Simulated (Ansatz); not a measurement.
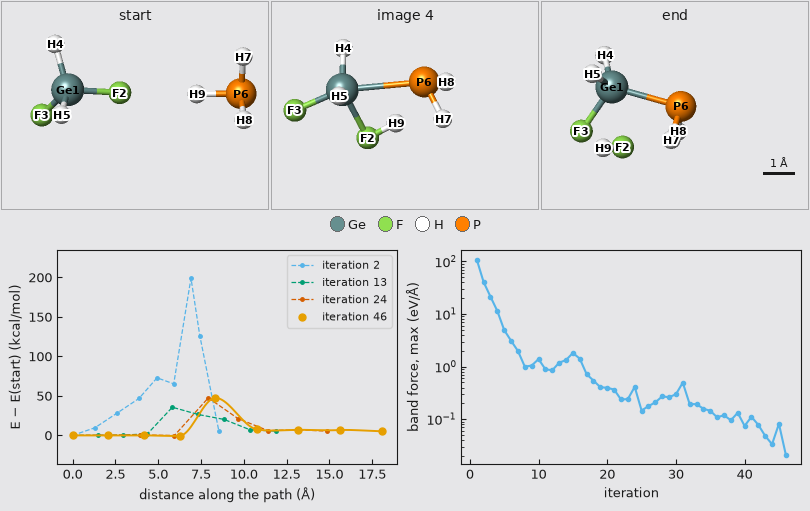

A nudged-elastic-band calculation for GePH$_{5}$F$_{2}$, made up at the start of GeH$_{2}$F$_{2}$ and PH₃. Images are numbered from 0 (start) to 8 (end). The plot follows the band through its iterations. A ball-and-stick model, seen at a tilt.

Computed with Ansatz, RKS B3LYP/def2-SVP. Run with 7 movable images; climbing image; force threshold 0.03 eV/Å; iteration limit 60; starting path through a guess of the saddle point.

**How did the profile develop, and is the result final?**

The result is final at these settings. The band converged in 46 iterations. The largest component of the band force went from 110 to 0.021 eV/Å. The climbing image converged on the top of the path. Its vibrational analysis gives one imaginary mode (713i cm⁻¹), as a transition state must have. The first iteration put the highest image at 583.8 kcal/mol. Forward barrier 47.5 kcal/mol, backward barrier 42.1 kcal/mol, with image 4 at the top; the reaction energy is +5.4 kcal/mol. Image 3 lies below both ends, at −0.5 kcal/mol, which points to an intermediate minimum that so few images don't resolve.

Limits of the set-up: the start holds two separate molecules, 2.5 Å apart at their closest, whose relative position is a soft coordinate and is computed without a dispersion correction.
